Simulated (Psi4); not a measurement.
# PBE/cc-pVDZ (sweep point 5) run of C2H4GaN (SMILES N=C=[CH][GaH2])

What is the vertical ionisation energy of C2H4GaN at PBE/cc-pVDZ (sweep point 5)? 

The results are computed with Psi4 1.11.

8 further runs of the same task are left out: 8 that didn't finish.

## Step 1: The system as given

C2H4GaN: 8 atoms, total charge 0, spin state singlet. As SMILES, `N=C=[CH][GaH2]`. The shape is that of a PBE0-D4/def2-TZVP optimisation.

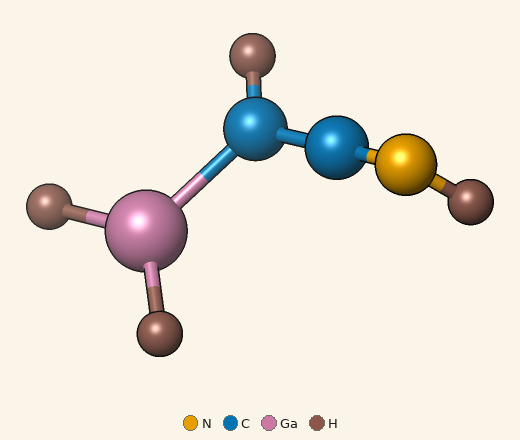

Viewed from a chosen angle; nitrogen amber, carbon blue, gallium pink, hydrogen brown.

## Step 2: The energy at PBE/cc-pVDZ (sweep point 5)

Input file job.dat:

```
memory 1.6 GB

molecule {
  0 1
  N      0.336900     2.061700    -0.854600
  C      0.365600     1.114900    -0.096000
  C      0.472300     0.025700     0.622800
  Ga    -0.381300    -1.593600     0.007200
  H     -0.411400     2.740600    -0.770200
  H      1.040500     0.073900     1.545200
  H     -0.231900    -2.886400     0.876300
  H     -1.190600    -1.536800    -1.330700
  units angstrom
  symmetry c1
}

set globals {
  basis cc-pVDZ
  puream true
  scf_type pk
  dft_radial_points 99
  dft_spherical_points 590
}

e_tot = energy('pbe')
```

Command:

```sh
psi4 -i job.dat -o job.out -n 1
```

job.out:

```text
[...]
  Running in c1 symmetry.
[...]
  Nuclear repulsion =  206.759086002099480
[...]
  Multiplicity = 1
[...]
  Nalpha       = 27
  Nbeta        = 27
[...]
    Number of basis functions: 89
[...]
   @RKS iter   1: -2056.71983831126772   -2.74675e+00   1.37067e-02 ADIIS/DIIS
[...]
   @RKS iter  10: -2057.67813126026795   -2.68203e-07   9.10656e-07 DIIS
[...]
    Orbital Energies [Eh]
    ---------------------
    Doubly Occupied:
       1A   -370.978341     2A    -45.376033     3A    -40.222180
       4A    -40.218453     5A    -40.218394     6A    -14.015745
       7A     -9.967253     8A     -9.894167     9A     -5.285563
      10A     -3.617001    11A     -3.606639    12A     -3.605944
      13A     -0.859242    14A     -0.746997    15A     -0.740431
      16A     -0.739484    17A     -0.739363    18A     -0.736669
      19A     -0.674191    20A     -0.518429    21A     -0.428193
      22A     -0.412401    23A     -0.342159    24A     -0.329381
      25A     -0.262300    26A     -0.258044    27A     -0.214059
[...]
  @RKS Final Energy: -2057.67813126026795
   => Energetics <=
    Nuclear Repulsion Energy =            206.7590860020994796
    One-Electron Energy =               -3273.0108125525011928
    Two-Electron Energy =                1102.2879092506120742
    DFT Exchange-Correlation Energy =     -93.7143139604785205
    Empirical Dispersion Energy =           0.0000000000000000
    VV10 Nonlocal Energy =                  0.0000000000000000
    Total Energy =                      -2057.6781312602679463
[...]
 Multipole Moments:
 ------------------------------------------------------------------------------------
     Multipole            Electronic (a.u.)      Nuclear  (a.u.)        Total (a.u.)
 ------------------------------------------------------------------------------------
 L = 1.  Multiply by 2.5417464519 to convert [e a0] to [Debye]
 Dipole X            :         -1.7267681            1.4401175           -0.2866505
 Dipole Y            :         -6.7143614            7.1772559            0.4628944
 Dipole Z            :          0.1616210            0.1342795            0.2959005
 Magnitude           :                                                    0.6196748
[...]
```

Wall time 47 s (1 thread of Intel Xeon Platinum 8259CL at 2.50GHz (Skylake/Cascade Lake), shared host); peak memory 1.1 GiB.

## Step 3: The doublet cation

Input file calc.in:

```
memory 1600 mb

molecule geom {
  1 2
  N      0.336900     2.061700    -0.854600
  C      0.365600     1.114900    -0.096000
  C      0.472300     0.025700     0.622800
  Ga    -0.381300    -1.593600     0.007200
  H     -0.411400     2.740600    -0.770200
  H      1.040500     0.073900     1.545200
  H     -0.231900    -2.886400     0.876300
  H     -1.190600    -1.536800    -1.330700
  symmetry c1
}

set {
  basis cc-pVDZ
  reference uks
  puream true
  scf_type pk
  dft_radial_points 99
  dft_spherical_points 590
  maxiter 100
}

energy_value = energy('pbe')
print_variables()
```

Command:

```sh
psi4 calc.in calc.out -n 1
```

calc.out:

```text
[...]
  Running in c1 symmetry.
[...]
  Nuclear repulsion =  206.759086002099480
[...]
  Multiplicity = 2
[...]
  Nalpha       = 27
  Nbeta        = 26
[...]
    Number of basis functions: 89
[...]
   @UKS iter   1: -2056.56605133271978   -2.59296e+00   1.24718e-02 DIIS/ADIIS
[...]
   @UKS iter  25: -2057.34623438064318   -3.70528e-08   1.86992e-07 DIIS
[...]
   @S^2 Observed:                7.559811563E-01
[...]
    Orbital Energies [Eh]
    ---------------------
    Alpha Occupied:
       1A   -371.189281     2A    -45.586903     3A    -40.433210
       4A    -40.429561     5A    -40.428845     6A    -14.289390
       7A    -10.228474     8A    -10.174620     9A     -5.497416
      10A     -3.829350    11A     -3.819514    12A     -3.816253
      13A     -1.116321    14A     -0.971170    15A     -0.953878
      16A     -0.953505    17A     -0.950435    18A     -0.948354
      19A     -0.935570    20A     -0.767271    21A     -0.682268
      22A     -0.644625    23A     -0.609695    24A     -0.560699
      25A     -0.493168    26A     -0.491228    27A     -0.453735
    Alpha Virtual:
[...]
  @UKS Final Energy: -2057.34623438064318
   => Energetics <=
    Nuclear Repulsion Energy =            206.7590860020994796
    One-Electron Energy =               -3260.6590821749559836
    Two-Electron Energy =                1089.9680832184510564
    DFT Exchange-Correlation Energy =     -93.4143214262378194
    Empirical Dispersion Energy =           0.0000000000000000
    VV10 Nonlocal Energy =                  0.0000000000000000
    Total Energy =                      -2057.3462343806431818
[...]
 Multipole Moments:
 ------------------------------------------------------------------------------------
     Multipole            Electronic (a.u.)      Nuclear  (a.u.)        Total (a.u.)
 ------------------------------------------------------------------------------------
 L = 1.  Multiply by 2.5417464519 to convert [e a0] to [Debye]
 Dipole X            :         -1.2653065            1.4401175            0.1748110
 Dipole Y            :         -5.3183532            7.1772559            1.8589027
 Dipole Z            :          0.1804643            0.1342795            0.3147437
 Magnitude           :                                                    1.8934470
[...]
```

Run time: 94 s. Hardware: 1 thread of Intel Xeon Platinum 8259CL at 2.50GHz (Skylake/Cascade Lake), shared host; peak memory 1 GiB.

## Step 4: Results

Level: PBE/cc-pVDZ (sweep point 5).

```
                                          quantity           value
                     singlet C2H4GaN: total energy  -2057.67813 Eh
                    singlet C2H4GaN: dipole moment          1.58 D
                      singlet C2H4GaN: HOMO energy        -5.82 eV
                      singlet C2H4GaN: LUMO energy        -2.15 eV
                    singlet C2H4GaN: HOMO–LUMO gap         3.68 eV
                      doublet cation: total energy  -2057.34623 Eh
doublet cation: HOMO energy (highest over α and β)       -12.22 eV
 doublet cation: LUMO energy (lowest over α and β)       -12.15 eV
                              doublet cation: ⟨S²⟩           0.756
vertical ionisation energy (to the doublet cation)        9.031 eV
```

The vertical ionisation energy comes to 9.03 eV (208 kcal/mol). −ε(HOMO) before ionisation, 5.82 eV, is 3.21 eV below this ionisation energy.
